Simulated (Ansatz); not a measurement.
# Calculations on C3H7BO

## 1. Relaxation

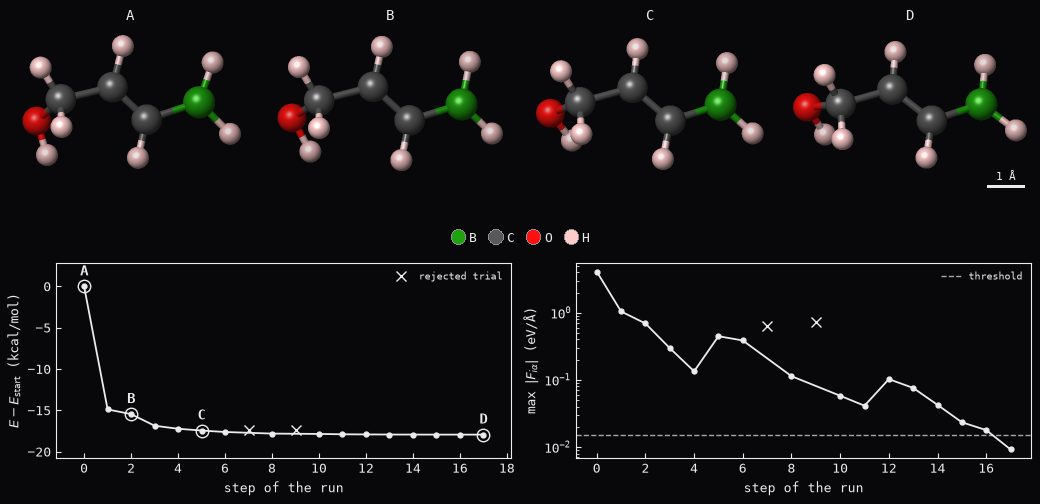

Frames of a relaxation of C3H7BO, marked on the history of the run. Style: ball-and-stick. Shown at a tilt.

The run prepares an end point of a later path (torsion) calculation, from a guessed geometry.

Computed with Ansatz 0.2.0, RKS PBE-D4/STO-3G. Settings: no spin polarisation; force threshold 0.015 eV/Å; at most 40 steps.

**What happens along the run?**

The largest move after the best rigid fit is that of an H atom, 0.73 Å. By element the largest moves are H 0.73 Å, O 0.45 Å, C 0.26 Å, B 0.08 Å. Near-neighbour distances that change, for instance: H–O 0.968 → 1.040 Å, C–H 1.055 → 1.116 Å, C–C 1.315 → 1.372 Å, B–H 1.230 → 1.180 Å. Bond angles that change, for instance: C–B–H 126.4° → 119.5°, C–O–H 107.0° → 100.4°, H–C–H 114.2° → 108.7°. Groups turn about C–C by about 40°, C–O by about 20°. The energy falls by 17.9 kcal/mol in 15 accepted moves (17 points after the start). The largest force component goes from 4.1 to 0.0092 eV/Å. The line search rejected the trial steps at points 7, 9 of the run. The run took 39 s on 1 thread of Intel(R) Xeon(R) Platinum 8275CL CPU @ 3.00GHz (Skylake/Cascade Lake) (shared host), peak memory 0.14 GiB. From step 0 to 2: H atoms move most (0.20 Å), energy −15.4 kcal/mol. From step 2 to 5: an H atom moves most (0.40 Å), energy −1.98 kcal/mol. From step 5 to 17: an H atom moves most (0.26 Å), energy −0.50 kcal/mol.

```tsv
step	E − E(0), kcal/mol	largest force component, eV/Å	note
0	0.00	4.0953	
1	-14.87	1.0451	
2	-15.45	0.6928	
3	-16.85	0.2973	
4	-17.21	0.1342	
5	-17.43	0.4468	
6	-17.61	0.3862	
7	-17.37	0.6330	rejected
8	-17.80	0.1136	
9	-17.34	0.7272	rejected
10	-17.84	0.0580	
11	-17.88	0.0412	
12	-17.90	0.1025	
13	-17.92	0.0758	
14	-17.92	0.0424	
15	-17.92	0.0233	
16	-17.92	0.0179	
17	-17.93	0.0092
```

Limits of the set-up: STO-3G is a minimal basis, so the numbers are rough.

## 2. Relaxation

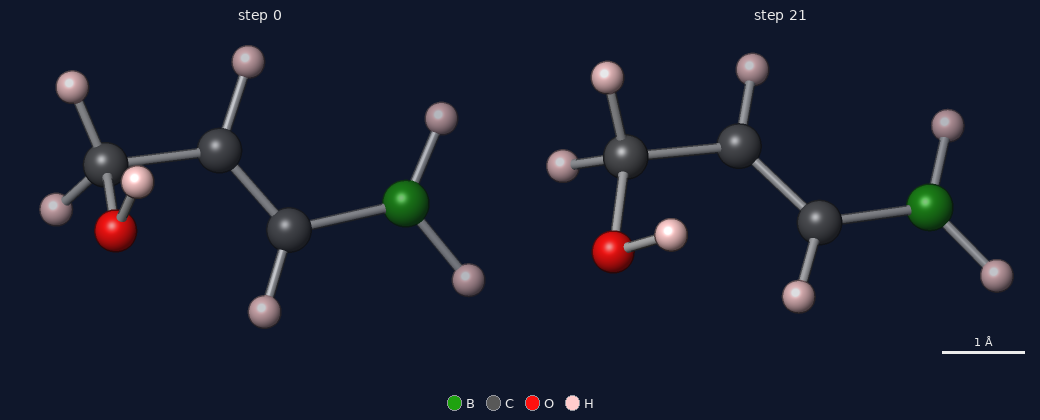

The structure of C3H7BO before (left) and after (right) a relaxation, at one scale.

The picture is a ball-and-stick view, seen at a tilt.

The run prepares an end point of a later path (torsion) calculation, from a guessed geometry.

Theory: RKS PBE-D4/STO-3G (Ansatz). (no spin polarisation; force threshold 0.015 eV/Å; at most 40 steps)

> Summarise the run.

The energy falls by 0.769 eV in 18 accepted moves (21 points after the start). The largest force component goes from 4.2 to 0.0075 eV/Å. The line search rejected the trial steps at points 2, 14, 16 of the run. The largest move after the best rigid fit is that of an H atom, 0.72 Å. Largest moves by element: H 0.72 Å, O 0.46 Å, C 0.29 Å, B 0.07 Å. Among the contacts that change: H–O 0.968 → 1.039 Å, C–H 1.055 → 1.120 Å, C–C 1.315 → 1.368 Å, B–H 1.230 → 1.180 Å. Bond angles that change, for instance: C–C–O 106.2° → 114.9°, H–C–H 114.2° → 106.3°, C–B–H 126.4° → 119.4°. Groups turn about C–C by about 45°.

Limits of the set-up: STO-3G is a minimal basis, so the numbers are rough.

## 3. Path

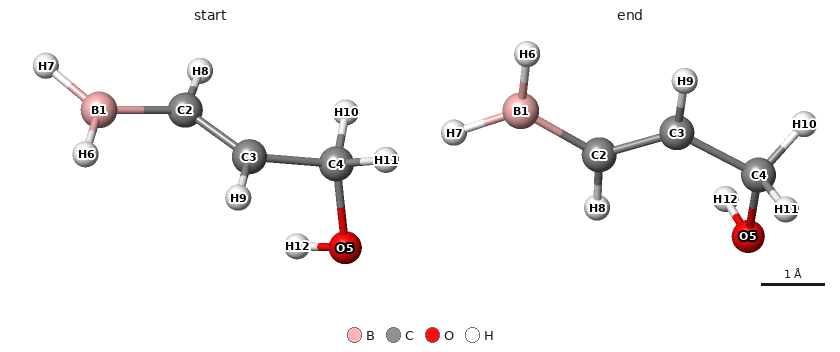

The two relaxed end points of a path for C$_{3}$H$_{7}$BO. The picture is a ball-and-stick view, seen from a free direction.

All numbers below come from RKS PBE-D4/STO-3G (Ansatz).

The input:
```yaml
crystal:
  periodic: [false, false, false]
  atoms:
    - { symbol: B, position_ang: [-0.639116, 1.869639, 1.242171] }
    - { symbol: C, position_ang: [-0.300552, 0.96344, 0.058174] }
    - { symbol: C, position_ang: [0.422768, -0.191571, 0.217247] }
    - { symbol: C, position_ang: [0.737558, -1.190624, -0.90941] }
    - { symbol: O, position_ang: [-0.084084, -2.412167, -0.714279] }
    - { symbol: H, position_ang: [-0.338316, 1.536175, 2.333661] }
    - { symbol: H, position_ang: [-1.189352, 2.901293, 1.082313] }
    - { symbol: H, position_ang: [-0.590894, 1.225072, -0.978651] }
    - { symbol: H, position_ang: [0.735707, -0.50867, 1.233167] }
    - { symbol: H, position_ang: [0.565418, -0.709231, -1.907299] }
    - { symbol: H, position_ang: [1.798329, -1.532321, -0.855637] }
    - { symbol: H, position_ang: [-1.040365, -2.006336, -0.767357] }
basis:
  gaussian: { orbitals: STO-3G }
hamiltonian:
  xc: pbe
  dispersion: d4
neb:
  order_check: false
  images: 7
  f_tol: 0.05
  max_iterations: 60
  initial_path: idpp
  final_atoms:
    - { symbol: B, position_ang: [-0.6380156, 1.86601297, 1.23295859] }
    - { symbol: C, position_ang: [-0.58934892, 0.59139875, 0.39095232] }
    - { symbol: C, position_ang: [0.5811669, -0.07873181, 0.16282855] }
    - { symbol: C, position_ang: [0.69272498, -1.37500313, -0.68120927] }
    - { symbol: O, position_ang: [-0.54542813, -1.78292561, -1.352732] }
    - { symbol: H, position_ang: [0.36563263, 2.31886078, 1.65915643] }
    - { symbol: H, position_ang: [-1.66165105, 2.40473284, 1.46764013] }
    - { symbol: H, position_ang: [-1.49717319, 0.13368913, -0.05132578] }
    - { symbol: H, position_ang: [1.53794208, 0.30373689, 0.57695656] }
    - { symbol: H, position_ang: [1.55966931, -1.24637008, -1.38901102] }
    - { symbol: H, position_ang: [0.96718834, -2.21799379, 0.00273897] }
    - { symbol: H, position_ang: [-0.69560633, -0.97270795, -1.98485347] }
```

Command:
```bash
ansatz run input.yaml --threads 1 --pin off --max-ram 2048MiB --backend cpu --events-out ev --progress --plain --runs-dir out
```

### What barrier does the band find between them, and by what path?

The energy climbs by 0.088 eV to image 4 and then falls by 0.076 eV, so the end point sits at +0.012 eV. The motion is a rotation about the C3–C4 bond by about 115°. No bond forms or breaks between the ends. Among the angles between lasting bonds that change up to the highest image: C3–C4–O5 109.0° → 113.8°. The band is converged. At the top, the vibrational analysis gives one imaginary mode (123i cm⁻¹), as a transition state must have.

Energies of the converged images:

```csv
image,path (Å),E (eV)
0,0.00,0.000
1,0.51,0.010
2,1.01,0.040
3,1.52,0.073
4,2.02,0.088
5,2.52,0.077
6,3.02,0.049
7,3.52,0.023
8,4.02,0.012
```

The geometry at the top of the path:

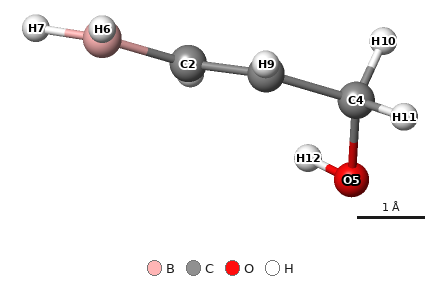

Limits of the set-up: STO-3G is a minimal basis, so the numbers are rough.

The run took 80 s on 1 thread of Intel(R) Xeon(R) Platinum 8275CL CPU @ 3.00GHz (Skylake/Cascade Lake), on a shared host, peak memory 0.12 GiB.
